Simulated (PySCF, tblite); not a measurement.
# CH₁₀F₃PSi₄: geometry, infrared bands and NMR shifts

Aim: predict the infrared bands and NMR shifts of CH₁₀F₃PSi₄ (`F[Si](F)(F)[SiH2][C@H]([SiH3])[SiH2]P`).

Programs: tblite 0.8.0 and PySCF 2.14.0, with density-fitted response routines of our own. Each step states its level of theory. These are calculated values for one molecule in the gas phase, unless marked as measured. Atoms count from 0, in the outputs and in this text.

### Step 1. The starting structure

19 atoms, charge 0, multiplicity 1; geometry from: force field or distance geometry start.

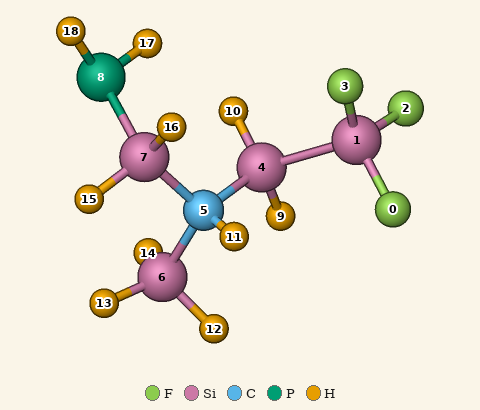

The starting geometry (fluorine green, silicon pink, carbon blue, phosphorus teal, hydrogen amber), atoms numbered.

### Step 2. Geometry optimisation with GFN2-xTB

The job: settings as JSON, then the geometry in Å.

```
{"job": {"kind": "relax", "xc": "GFN2-xTB", "basis": "xTB"}, "charge": 0, "multiplicity": 1}
F     -3.649200    -0.201900     0.912200
Si    -2.618400    -1.362300     0.259400
F     -3.483900    -2.192700    -0.913700
F     -2.065100    -2.393800     1.459500
Si    -0.946100    -0.320800    -0.790800
C      0.032000     0.780000     0.308100
Si     0.454700     2.323100    -0.681500
Si     1.501100     0.009900     1.113400
P      2.687300    -1.303900    -0.178400
H     -1.611200     0.567900    -1.778100
H     -0.148500    -1.259500    -1.578500
H     -0.660200     1.119300     1.121100
H     -0.820000     3.080600    -0.748300
H      1.499000     3.109700    -0.027500
H      0.785400     1.957500    -2.057400
H      2.394000     1.097200     1.559900
H      1.177800    -0.748500     2.340500
H      1.906200    -2.173400    -1.027500
H      3.555300    -2.079200     0.700100
```

Run with:

```
$ OMP_NUM_THREADS=1 python probes_run.py task.json out
```

This one command runs all jobs of the session in turn.

Standard output:

```text
step      E/eV     max force
  0    -843.34210    2.265
  1    -843.73186    1.634
  2    -844.09934    2.130
  3    -844.23322    1.251
  4    -844.47647    1.525
  5    -844.52231    0.676
  6    -844.56207    0.377
  7    -844.57710    0.442
  8    -844.59565    0.536
  9    -844.61361    0.439
 10    -844.63276    0.334
 11    -844.64980    0.347
 12    -844.66166    0.290
 13    -844.66841    0.193
 14    -844.67219    0.133
 15    -844.67512    0.134
 16    -844.67858    0.199
 17    -844.68207    0.202
 18    -844.68510    0.135
 19    -844.68788    0.164
 20    -844.69103    0.180
 21    -844.69505    0.257
 22    -844.69950    0.250
 23    -844.70294    0.142
 24    -844.70531    0.128
 25    -844.70779    0.152
 26    -844.71074    0.168
 27    -844.71353    0.133
 28    -844.71584    0.111
 29    -844.71812    0.137
 30    -844.72115    0.211
 31    -844.72566    0.255
 32    -844.73081    0.193
 33    -844.73487    0.122
 34    -844.73764    0.117
 35    -844.74030    0.171
 36    -844.74399    0.196
 37    -844.74859    0.147
 38    -844.75280    0.153
 39    -844.75579    0.133
 40    -844.75807    0.135
 41    -844.75974    0.155
 42    -844.76175    0.159
 43    -844.76439    0.150
 44    -844.76873    0.144
 45    -844.77204    0.164
 46    -844.77532    0.149
 47    -844.77745    0.103
 48    -844.77904    0.094
 49    -844.78038    0.080
 50    -844.78224    0.106
 51    -844.78450    0.103
 52    -844.78635    0.187
 53    -844.78707    0.078
 54    -844.78832    0.080
 55    -844.78921    0.079
 56    -844.79046    0.069
 57    -844.79124    0.074
 58    -844.79196    0.056
 59    -844.79252    0.065
 60    -844.79324    0.063
 61    -844.79426    0.087
 62    -844.79522    0.086
 63    -844.79575    0.051
 64    -844.79602    0.042
 65    -844.79626    0.036
 66    -844.79660    0.044
 67    -844.79700    0.056
 68    -844.79733    0.050
 69    -844.79752    0.036
 70    -844.79767    0.043
 71    -844.79786    0.046
 72    -844.79816    0.052
 73    -844.79861    0.073
 74    -844.79916    0.074
 75    -844.79969    0.050
 76    -844.80011    0.051
 77    -844.80047    0.055
 78    -844.80086    0.055
 79    -844.80135    0.059
 80    -844.80188    0.048
 81    -844.80229    0.035
 82    -844.80254    0.031
 83    -844.80271    0.035
 84    -844.80292    0.036
 85    -844.80322    0.046
 86    -844.80362    0.045
 87    -844.80401    0.035
 88    -844.80426    0.027
 89    -844.80440    0.027
 90    -844.80450    0.029
 91    -844.80464    0.029
 92    -844.80485    0.026
 93    -844.80506    0.027
 94    -844.80521    0.024
 95    -844.80529    0.019
 96    -844.80534    0.019
 97    -844.80543    0.022
 98    -844.80560    0.024
 99    -844.80585    0.033
100    -844.80606    0.026
101    -844.80617    0.022
102    -844.80624    0.020
103    -844.80636    0.022
104    -844.80658    0.035
105    -844.80697    0.050
106    -844.80742    0.053
107    -844.80777    0.039
108    -844.80796    0.027
109    -844.80811    0.032
110    -844.80843    0.046
111    -844.80906    0.063
112    -844.80983    0.072
113    -844.81042    0.055
114    -844.81070    0.048
115    -844.81088    0.047
116    -844.81108    0.044
117    -844.81162    0.052
118    -844.81215    0.053
119    -844.81322    0.060
120    -844.81403    0.051
121    -844.81433    0.052
122    -844.81446    0.037
123    -844.81464    0.034
124    -844.81489    0.032
125    -844.81542    0.037
126    -844.81592    0.046
127    -844.81656    0.045
128    -844.81701    0.070
129    -844.81736    0.079
130    -844.81781    0.067
131    -844.81830    0.069
132    -844.81899    0.071
133    -844.81966    0.048
134    -844.82011    0.062
135    -844.82038    0.076
136    -844.82087    0.051
137    -844.82144    0.067
138    -844.82197    0.064
139    -844.82263    0.065
140    -844.82336    0.108
141    -844.82412    0.099
142    -844.82491    0.111
143    -844.82545    0.066
144    -844.82587    0.062
145    -844.82613    0.037
146    -844.82646    0.031
147    -844.82677    0.039
148    -844.82708    0.042
149    -844.82731    0.037
150    -844.82752    0.033
151    -844.82775    0.037
152    -844.82801    0.045
153    -844.82823    0.041
154    -844.82840    0.041
155    -844.82855    0.037
156    -844.82871    0.027
157    -844.82890    0.036
158    -844.82907    0.032
159    -844.82918    0.019
160    -844.82926    0.018
161    -844.82934    0.018
162    -844.82943    0.025
163    -844.82955    0.024
164    -844.82965    0.021
165    -844.82973    0.018
166    -844.82983    0.021
167    -844.82996    0.030
168    -844.83014    0.031
169    -844.83033    0.031
170    -844.83046    0.024
171    -844.83056    0.025
172    -844.83066    0.031
173    -844.83078    0.027
174    -844.83092    0.029
175    -844.83102    0.024
176    -844.83111    0.027
177    -844.83122    0.027
178    -844.83136    0.029
179    -844.83150    0.042
180    -844.83165    0.042
181    -844.83184    0.045
182    -844.83209    0.052
183    -844.83235    0.040
184    -844.83256    0.042
185    -844.83272    0.029
186    -844.83284    0.032
187    -844.83298    0.037
188    -844.83313    0.032
189    -844.83327    0.027
190    -844.83337    0.023
191    -844.83344    0.018
192    -844.83347    0.013
193    -844.83349    0.015
194    -844.83353    0.016
195    -844.83358    0.018
196    -844.83362    0.014
197    -844.83364    0.012
198    -844.83366    0.014
199    -844.83370    0.018
200    -844.83374    0.019
201    -844.83377    0.013
202    -844.83378    0.007
```

Wall time 9.4 s (1 thread of Intel Xeon at 2.50GHz, shared host).

The steps of the relaxation: (not every step is listed)

| step | energy from step 0 (eV) | largest force (eV/Å) |
| --- | --- | --- |
| 0 | 0.0000 | 2.2650 |
| 1 | -0.3898 | 1.6344 |
| 2 | -0.7572 | 2.1305 |
| 3 | -0.8911 | 1.2514 |
| 4 | -1.1344 | 1.5250 |
| 5 | -1.1802 | 0.6765 |
| 6 | -1.2200 | 0.3773 |
| 7 | -1.2350 | 0.4425 |
| 8 | -1.2536 | 0.5356 |
| 26 | -1.3686 | 0.1684 |
| 44 | -1.4266 | 0.1443 |
| 62 | -1.4531 | 0.0864 |
| 80 | -1.4598 | 0.0476 |
| 98 | -1.4635 | 0.0243 |
| 116 | -1.4690 | 0.0442 |
| 134 | -1.4780 | 0.0623 |
| 152 | -1.4859 | 0.0446 |
| 170 | -1.4884 | 0.0239 |
| 188 | -1.4910 | 0.0318 |
| 197 | -1.4915 | 0.0117 |
| 198 | -1.4916 | 0.0141 |
| 199 | -1.4916 | 0.0175 |
| 200 | -1.4916 | 0.0186 |
| 201 | -1.4917 | 0.0127 |
| 202 | -1.4917 | 0.0071 |

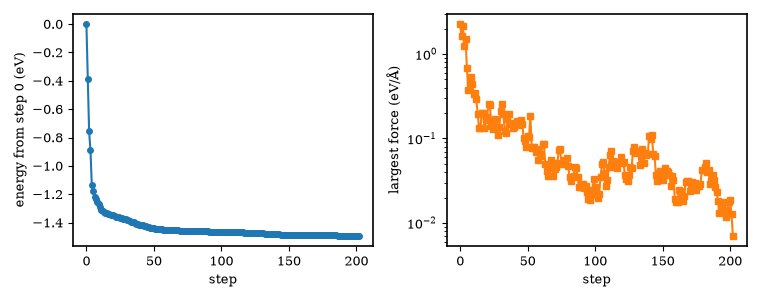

Energy and force, step by step.

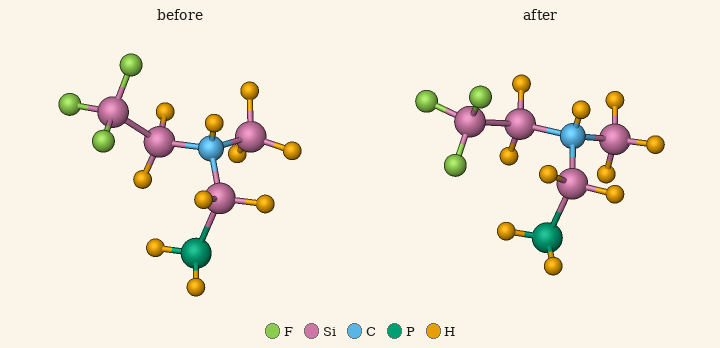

Before and after, at one scale.

Close pairs (by a distance rule), those that changed most:

| bond | before (Å) | after (Å) | change (Å) |
| --- | --- | --- | --- |
| F0–Si1 | 1.684 | 1.595 | -0.089 |
| Si1–F2 | 1.678 | 1.593 | -0.085 |
| Si1–F3 | 1.676 | 1.596 | -0.081 |
| P8–H18 | 1.458 | 1.384 | -0.074 |
| C5–Si7 | 1.844 | 1.915 | +0.071 |
| Si4–C5 | 1.837 | 1.901 | +0.064 |
| P8–H17 | 1.445 | 1.384 | -0.060 |
| Si7–P8 | 2.191 | 2.241 | +0.050 |

The end geometry stands in the next job.

### Step 3. Vibrational analysis with GFN2-xTB

The job: settings as JSON, then the geometry in Å.

```
{"job": {"kind": "ir", "xc": "GFN2-xTB", "basis": "xTB"}, "charge": 0, "multiplicity": 1}
F     -2.801717    -1.247551     1.693211
Si    -2.211585    -1.640946     0.264640
F     -3.458453    -2.374552    -0.401255
F     -1.287798    -2.882984     0.652567
Si    -1.214689     0.003835    -0.954066
C     -0.066276     1.047546     0.144306
Si     0.801830     2.408246    -0.875931
Si     1.165702     0.002450     1.171902
P      2.314407    -1.309437    -0.235583
H     -2.252084     0.856808    -1.559452
H     -0.451179    -0.607488    -2.053401
H     -0.694552     1.562855     0.876629
H     -0.222340     3.218704    -1.540685
H      1.576045     3.263931     0.026905
H      1.675514     1.797528    -1.874818
H      2.127513     0.872842     1.863944
H      0.429375    -0.747421     2.202115
H      1.433922    -2.374772    -0.159543
H      3.126561    -1.840342     0.751055
```

Standard output:

```text
mode    cm-1     km/mol
  1      16.4      0.11
  2      32.1      0.89
  3      47.0      0.60
  4      62.4      4.22
  5      84.3      3.97
  6     108.5      1.41
  7     115.7      1.98
  8     121.6      0.16
  9     125.6      2.96
 10     146.6      4.41
 11     181.2      2.42
 12     228.1     22.39
 13     234.8     13.21
 14     249.8     17.98
 15     279.6    112.94
 16     409.0     34.61
 17     425.1     36.78
 18     460.0     11.07
 19     484.2      5.88
 20     507.6     16.45
 21     521.8     32.78
 22     548.2      8.61
 23     570.0      6.99
 24     603.4     64.11
 25     670.4    200.38
 26     684.5    217.50
 27     698.5    112.17
 28     719.0    238.36
 29     771.3     89.69
 30     777.7    114.36
 31     781.9    186.96
 32     794.5    692.64
 33     802.5    246.70
 34     820.6    174.60
 35     826.9    110.75
 36     864.4     71.56
 37     875.5    228.48
 38     885.4    281.55
 39    1059.6     75.00
 40    1063.1     64.71
 41    1147.8     11.72
 42    2177.7    270.06
 43    2188.0    316.81
 44    2195.2     97.13
 45    2204.8    162.52
 46    2246.5    496.02
 47    2251.4    260.01
 48    2284.6    250.64
 49    2302.9    120.74
 50    2384.6    164.59
 51    2916.4     27.10
```

Run time: 4.8 s. Hardware: 1 thread of Intel Xeon at 2.50GHz, shared host.

The strongest bands and the atoms that carry them (share of the mass-weighted mode):

| cm⁻¹ | km/mol | atoms |
| --- | --- | --- |
| 794 | 692.6 | H9 22 %, H10 21 %, H12 19 %, H14 15 % |
| 802 | 246.7 | H16 30 %, H15 25 %, H12 13 %, H13 11 % |
| 885 | 281.6 | Si1 45 %, F2 42 % |
| 2178 | 270.1 | H16 79 %, H15 13 % |
| 2188 | 316.8 | H9 77 %, H10 11 % |
| 2246 | 496.0 | H12 68 %, H13 25 % |
| 2251 | 260.0 | H13 70 %, H12 27 % |
| 2285 | 250.6 | H14 92 % |

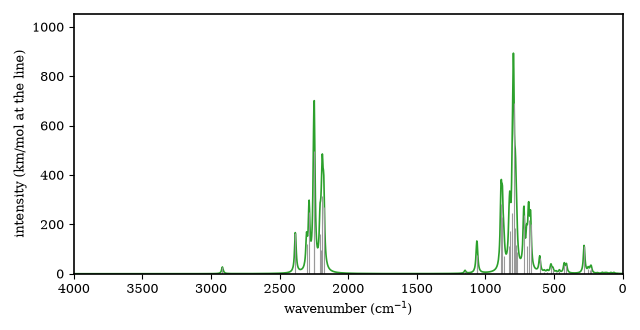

The infrared spectrum from these modes, unscaled. Lines are broadened to a width of 14 cm⁻¹ (Lorentzian).

### Step 4. NMR shieldings: PBE0/pcSseg-1

The job, as its differences from that of step 3:

```diff
@@ -1,2 +1,2 @@
-{"job": {"kind": "ir", "xc": "GFN2-xTB", "basis": "xTB"}, "charge": 0, "multiplicity": 1}
+{"job": {"kind": "nmr", "xc": "PBE0", "basis": "pcSseg-1"}, "charge": 0, "multiplicity": 1}
 F     -2.801717    -1.247551     1.693211
```

Level: GIAO PBE0/pcSseg-1 NMR shielding, non-relativistic, gas phase.

Standard output:

```text
coarse grid: 18664 points
cycle   1  E = -1841.9237140802  dE =  5.545e-01  |g| = 9.179e-01  |ddm| = 4.041e+00
cycle   2  E = -1841.7644973376  dE =  1.592e-01  |g| = 1.380e+00  |ddm| = 1.538e+00
cycle   3  E = -1842.0672772448  dE = -3.028e-01  |g| = 4.486e-02  |ddm| = 9.374e-01
cycle   4  E = -1842.0675869691  dE = -3.097e-04  |g| = 2.333e-02  |ddm| = 7.733e-02
cycle   5  E = -1842.0677007539  dE = -1.138e-04  |g| = 6.902e-03  |ddm| = 3.144e-02
cycle   6  E = -1842.0677107771  dE = -1.002e-05  |g| = 2.153e-03  |ddm| = 8.498e-03
cycle   7  E = -1842.0677117639  dE = -9.868e-07  |g| = 4.095e-04  |ddm| = 2.651e-03
final grid: 159376 points
cycle   8  E = -1842.1337719248  dE = -3.710e-05  |g| = 3.947e-03  |ddm| = 2.286e-02
cycle   9  E = -1842.1337680968  dE =  3.828e-06  |g| = 5.252e-03  |ddm| = 9.231e-03
cycle  10  E = -1842.1337755100  dE = -7.413e-06  |g| = 5.438e-04  |ddm| = 5.686e-03
cycle  11  E = -1842.1337755768  dE = -6.676e-08  |g| = 1.257e-04  |ddm| = 7.140e-04
cycle  12  E = -1842.1337755797  dE = -2.926e-09  |g| = 5.082e-05  |ddm| = 1.799e-04
cycle  13  E = -1842.1337755801  dE = -3.774e-10  |g| = 1.360e-05  |ddm| = 4.477e-05
converged SCF energy = -1842.1337755801

GIAO shielding tensors (ppm)
atom      isotropic    diamagn.    paramagn.     s11        s22        s33       span
  0 F      297.019     470.014    -172.994    233.932    272.049    385.077    151.145
  1 Si     387.679     875.144    -487.465    354.688    358.049    450.300     95.612
  2 F      293.482     465.714    -172.231    233.673    265.976    380.798    147.124
  3 F      296.502     471.127    -174.625    229.889    268.455    391.160    161.271
  4 Si     435.946     883.857    -447.911    401.067    414.086    492.683     91.616
  5 C      207.359     264.526     -57.166    193.860    200.522    227.696     33.836
  6 Si     414.296     880.188    -465.892    374.219    399.124    469.545     95.325
  7 Si     392.363     882.770    -490.407    358.258    377.134    441.697     83.439
  8 P      630.692     968.970    -338.279    572.849    615.952    703.273    130.424
  9 H       27.651      30.335      -2.684     23.093     26.049     33.811     10.718
 10 H       27.793      31.597      -3.804     24.777     26.714     31.887      7.110
 11 H       32.377      34.887      -2.510     27.022     28.266     41.842     14.820
 12 H       27.648      29.130      -1.482     23.436     25.811     33.696     10.261
 13 H       27.525      29.231      -1.706     23.467     25.366     33.741     10.274
 14 H       27.510      29.276      -1.766     23.446     26.928     32.156      8.710
 15 H       27.134      31.125      -3.991     23.012     25.370     33.019     10.007
 16 H       26.592      31.783      -5.191     23.275     25.138     31.362      8.086
 17 H       30.353      31.897      -1.543     23.673     29.113     38.273     14.599
 18 H       30.693      30.203       0.491     25.185     26.429     40.466     15.280
```

Wall time 3.4 min (1 thread of Intel Xeon at 2.50GHz, shared host); peak memory 1.1 GiB.

The references, computed at this level on geometries of the same kind, shield at (ppm): ¹H TMS 31.72, ¹³C TMS 186.9, ²⁹Si TMS 349.2, ¹⁹F CFCl3 170.9, ³¹P H3PO4 318.4. Their shielding less the atom's gives the shift. The references are single molecules in the gas phase, so shifts against H2O, NH3, PH3, H3PO4 or CFCl3 are not on the usual liquid scales and can be off by tens of ppm. Atoms listed in one row are averaged.

| atoms | environment | σ (ppm) | δ (ppm) | δ scaled to CDCl3 |
| --- | --- | --- | --- | --- |
| C5 | sp3 CH bonded to 3 Si | 207.4 | -20.4 | -21.9 |
| H16 | hydrogen on a silicon bonded to C, P | 26.59 | 5.13 | – |
| H15 | hydrogen on a silicon bonded to C, P | 27.13 | 4.58 | – |
| H12, H13, H14 | hydrogen on a silicon bonded to C | 27.56 | 4.16 | – |
| H9 | hydrogen on a silicon bonded to C, Si | 27.65 | 4.07 | – |
| H10 | hydrogen on a silicon bonded to C, Si | 27.79 | 3.92 | – |
| H17, H18 | hydrogen on a phosphorus bonded to Si | 30.52 | 1.19 | – |
| H11 | hydrogen on an sp3 CH bonded to 3 Si | 32.38 | -0.66 | -0.52 |
| F0, F2, F3 | fluorine bonded to Si | 295.7 | -124.7 | – |
| Si1 | silicon bonded to 3 F, Si | 387.7 | -38.5 | – |
| Si7 | silicon bonded to C, P, 2 H | 392.4 | -43.2 | – |
| Si6 | silicon bonded to C, 3 H | 414.3 | -65.1 | – |
| Si4 | silicon bonded to C, Si, 2 H | 435.9 | -86.8 | – |
| P8 | phosphorus bonded to Si, 2 H | 630.7 | -312.3 | – |

The scaled column applies a straight-line fit of computed shieldings to shifts measured in CDCl3, and one for carbons that bear F (root-mean-square error 0.16 ppm for H, 1.9 ppm for C).

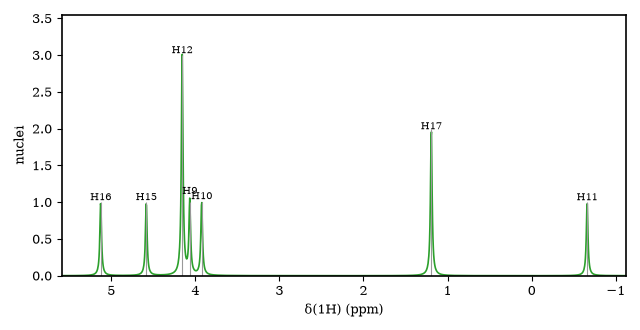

¹H lines at the computed shifts, without couplings. Lines are broadened to a width of 0.02 ppm (Lorentzian).

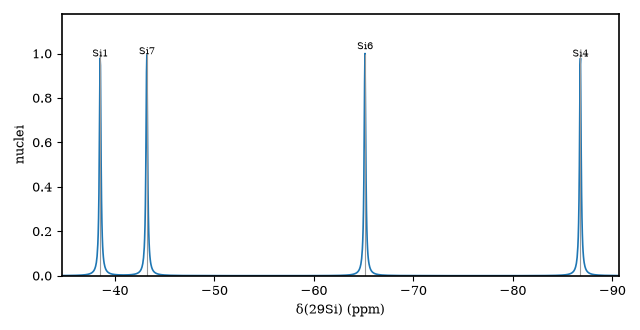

²⁹Si lines at the computed shifts, without couplings. Lines are broadened to a width of 0.19 ppm (Lorentzian).

Charges from the same density, by scheme (e):

| atoms | Mulliken | IAO | Hirshfeld | ESP fit |
| --- | --- | --- | --- | --- |
| F0, F2, F3 | -0.40 | -0.52 | -0.20 | -0.32 |
| Si1 | 1.30 | 1.54 | 0.49 | 0.97 |
| Si4 | 0.14 | 0.39 | 0.26 | -0.02 |
| C5 | -1.10 | -0.91 | -0.27 | -0.39 |
| Si6 | 0.51 | 0.60 | 0.31 | 0.48 |
| Si7 | 0.37 | 0.56 | 0.28 | 0.30 |
| P8 | -0.21 | -0.11 | -0.01 | -0.35 |

Hirshfeld charges:

F0 -0.20; Si1 0.49; F2 -0.20; F3 -0.20; Si4 0.26; C5 -0.27; Si6 0.31; Si7 0.28; P8 -0.01; H9 -0.06; H10 -0.06; H11 0.05; H12 -0.07; H13 -0.07; H14 -0.07; H15 -0.07; H16 -0.07; H17 -0.01; H18 0.00

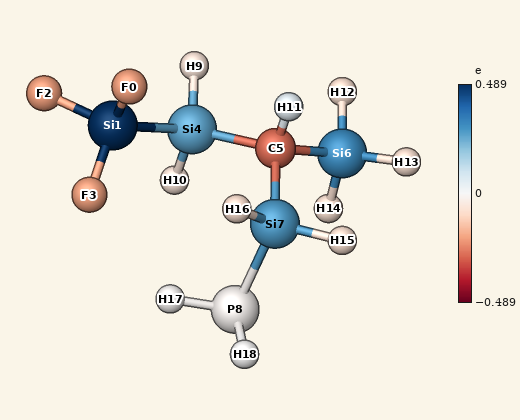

Hirshfeld charges, as colours on the atoms.

Mayer bond orders: F0–Si1 0.95, Si1–F2 0.96, Si1–F3 0.92, Si1–Si4 0.91, Si4–C5 0.90, C5–Si6 0.86, C5–Si7 0.86, Si7–P8 1.03.

Orbitals, density, ELF and potential are computed afterwards from the orbital file.

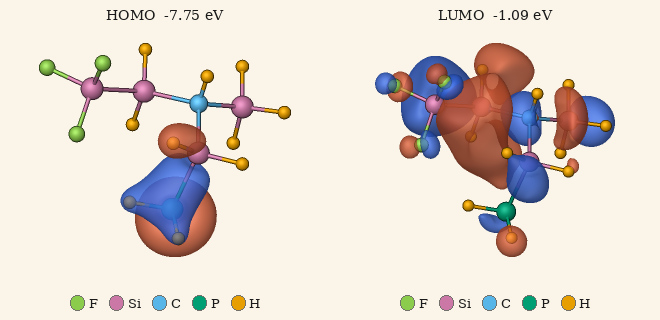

Frontier orbitals at PBE0/pcSseg-1; each surface holds 70 % of the orbital's density, blue and red mark the sign.

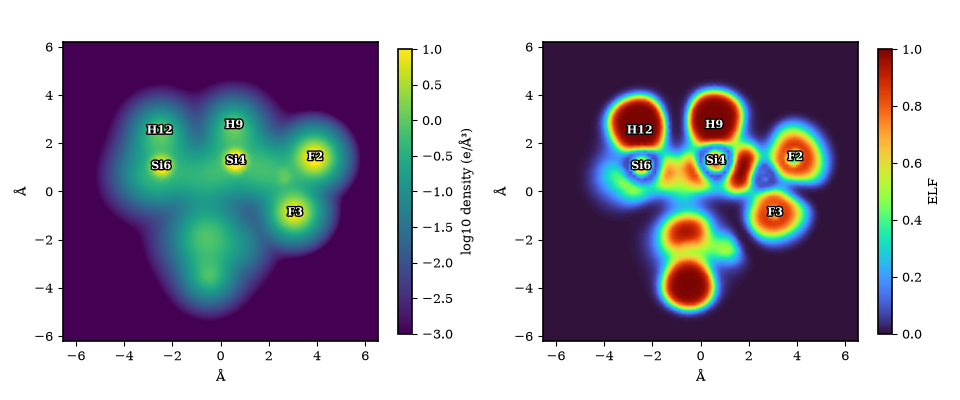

Density (left) and ELF (right) in a plane through or near 6 of the atoms.

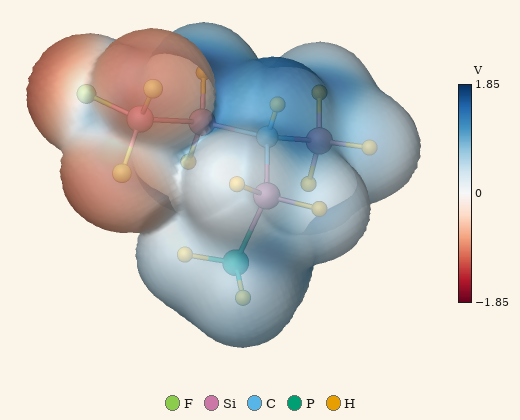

Electrostatic potential on the surface of density 0.002 e/bohr³; red is low, blue high. It runs from -0.93 V near F2 to 1.85 V near Si1.

### Step 5. Summary of results

| quantity | value |
| --- | --- |
| strongest single infrared mode (GFN2-xTB) | 794 cm⁻¹, 693 km/mol |
| zero-point energy (GFN2-xTB) | 62.8 kcal/mol |
| ¹³C shifts against TMS (PBE0/pcSseg-1) | -20.4 ppm |
| ¹H shifts against TMS (PBE0/pcSseg-1, means over atoms taken as alike) | 5.13, 4.58, 4.16, 4.07, 3.92, 1.19, -0.66 ppm |
| ¹⁹F shifts against CFCl3 (PBE0/pcSseg-1, means over atoms taken as alike) | -124.7 ppm |
| ²⁹Si shifts against TMS (PBE0/pcSseg-1) | -38.5, -43.2, -65.1, -86.8 ppm |
| ³¹P shifts against H3PO4 (PBE0/pcSseg-1) | -312.3 ppm |
| surface potential, least and greatest | -0.93 V and 1.85 V |

Over 202 steps the energy fell by 1.492 eV; of the close pairs, F0–Si1 changed most, 1.684 to 1.595 Å. All 51 modes are real, so the xTB geometry is a minimum. The strongest single mode, at 794 cm⁻¹, is spread over several atoms, H9, H10, H12, H14 among them. Unscaled tight-binding wavenumbers are off by several per cent, some by more. Its intensities can rank the bands wrongly. At PBE0/pcSseg-1: Shielding is most anisotropic at F0, F2, F3 (span 153 ppm, paramagnetic term -173 ppm). By nearest atom (PBE0/pcSseg-1), the HOMO sits on P8 63 %; Si7 9 % and the LUMO on Si1, Si4 about 15 % each; H9, H10 about 9 % each.
